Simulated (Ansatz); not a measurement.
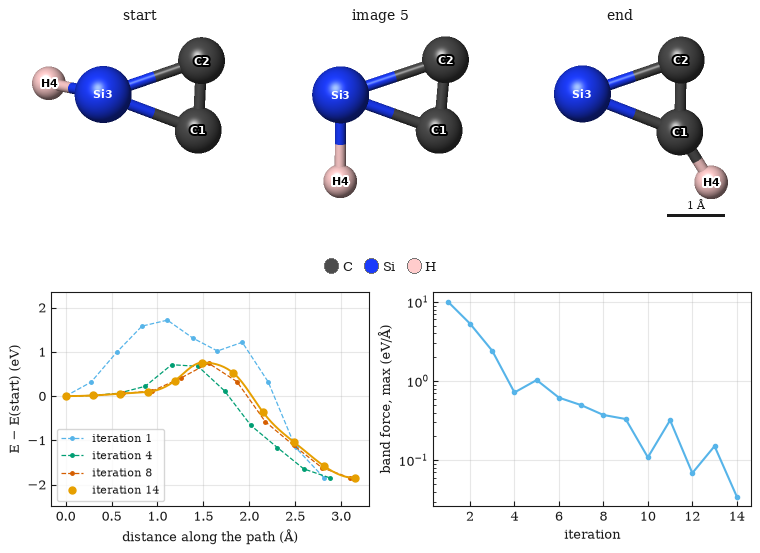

A search for the minimum-energy path of C$_{2}$HSi (multiplicity 2) by the nudged elastic band. Images are numbered from 0 (start) to 10 (end). The plot follows the band through its iterations. A ball-and-stick model, seen at a tilt.

Theory: UKS B3LYP/def2-SVP in Ansatz.

Input file:
```yaml
crystal:
  periodic: [false, false, false]
  atoms:
    - { symbol: C, position_ang: [-0.124143, -0.16907, 1.254966] }
    - { symbol: C, position_ang: [0.877136, -0.684688, 0.673775] }
    - { symbol: Si, position_ang: [0.095197, 0.617776, -0.40302] }
    - { symbol: H, position_ang: [-0.84819, 0.235991, -1.52571] }
magnetization:
  spin_polarized: true
  initial_magnetization: 1
basis:
  gaussian: { orbitals: def2-SVP }
hamiltonian:
  xc: b3lyp
neb:
  order_check: false
  images: 9
  f_tol: 0.05
  max_iterations: 56
  final_atoms:
    - { symbol: C, position_ang: [-0.30692372, -0.18123434, -0.18905954] }
    - { symbol: C, position_ang: [0.5477702, -0.59107814, 0.71692191] }
    - { symbol: Si, position_ang: [0.91959447, 1.18946093, 0.30077766] }
    - { symbol: H, position_ang: [-1.16044095, -0.41713945, -0.82862903] }
  initial_path:
    images:
      - { positions_ang: [[-0.124143, -0.16907, 1.254966], [0.877136, -0.684688, 0.673775], [0.095197, 0.617776, -0.40302], [-0.84819, 0.235991, -1.52571]] }
      - { positions_ang: [[-0.19745844, -0.20929141, 1.11481949], [0.87672897, -0.61871609, 0.70263234], [0.17179521, 0.59086781, -0.47412695], [-0.85106573, 0.23714869, -1.34331388]] }
      - { positions_ang: [[-0.27077389, -0.24951281, 0.97467297], [0.87632193, -0.55274419, 0.73148969], [0.24839342, 0.56395963, -0.54523391], [-0.85394147, 0.23830637, -1.16091775]] }
      - { positions_ang: [[-0.34408933, -0.28973422, 0.83452646], [0.8759149, -0.48677228, 0.76034703], [0.32499163, 0.53705144, -0.61634086], [-0.8568172, 0.23946406, -0.97852163]] }
      - { positions_ang: [[-0.41740478, -0.32995562, 0.69437995], [0.87550787, -0.42080038, 0.78920438], [0.40158985, 0.51014325, -0.68744782], [-0.85969294, 0.24062175, -0.7961255]] }
      - { positions_ang: [[-0.49072022, -0.37017703, 0.55423343], [0.87510084, -0.35482847, 0.81806172], [0.47818806, 0.48323506, -0.75855477], [-0.86256867, 0.24177943, -0.61372938]] }
      - { positions_ang: [[-0.45396092, -0.33238849, 0.40557484], [0.80963471, -0.40207841, 0.79783376], [0.56646934, 0.62448024, -0.54668829], [-0.92214313, 0.10999566, -0.65670931]] }
      - { positions_ang: [[-0.41720162, -0.29459995, 0.25691624], [0.74416858, -0.44932834, 0.7776058], [0.65475062, 0.76572541, -0.3348218], [-0.98171758, -0.02178812, -0.69968924]] }
      - { positions_ang: [[-0.38044232, -0.25681141, 0.10825765], [0.67870245, -0.49657827, 0.75737783], [0.74303191, 0.90697058, -0.12295531], [-1.04129204, -0.1535719, -0.74266917]] }
      - { positions_ang: [[-0.34368302, -0.21902287, -0.04040095], [0.61323633, -0.5438282, 0.73714987], [0.83131319, 1.04821575, 0.08891117], [-1.10086649, -0.28535568, -0.7856491]] }
      - { positions_ang: [[-0.30692372, -0.18123434, -0.18905954], [0.5477702, -0.59107814, 0.71692191], [0.91959447, 1.18946093, 0.30077766], [-1.16044095, -0.41713945, -0.82862903]] }
```

Run as
```bash
ansatz run input.yaml --threads 1 --pin off --max-ram 2048MiB --backend cpu --events-out ev --progress --plain --runs-dir out
```

### Judge this run.

The result is final at these settings. The band converged in 14 iterations. The largest component of the band force went from 10 to 0.035 eV/Å. The climbing image converged on the top of the path. Its vibrational analysis gives one imaginary mode (675i cm⁻¹), as a transition state must have. The first iteration put the highest image at 1.72 eV. The energy climbs by 0.76 eV to image 5 and then falls by 2.61 eV, so the end point sits at −1.85 eV.
